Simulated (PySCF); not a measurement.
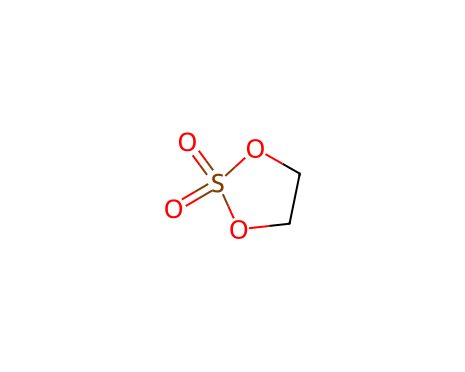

The drawing above gives the connectivity. The computed structure is the end point of a PBE0-D3(BJ)/def2-SVP optimisation. No frequency run is at hand to confirm it as a minimum.

Describe the 3D structure.

It has 11 atoms: 2 carbon, 4 hydrogen, 4 oxygen and 1 sulfur (C2H4O4S). Its SMILES string is `O=S1(=O)OCCO1`. Independent rings (smallest set): 1 of 5 members. Coordination, clear cases only: 2 O bent; 2 C tetrahedral.

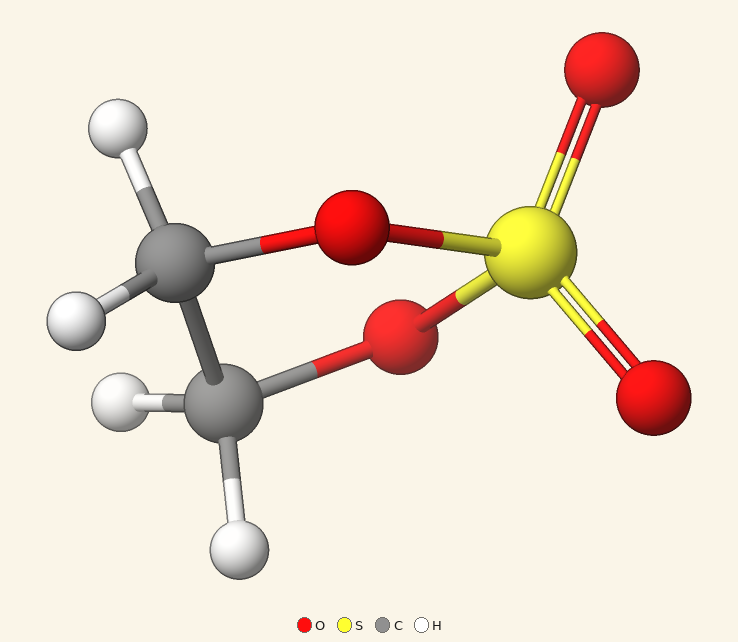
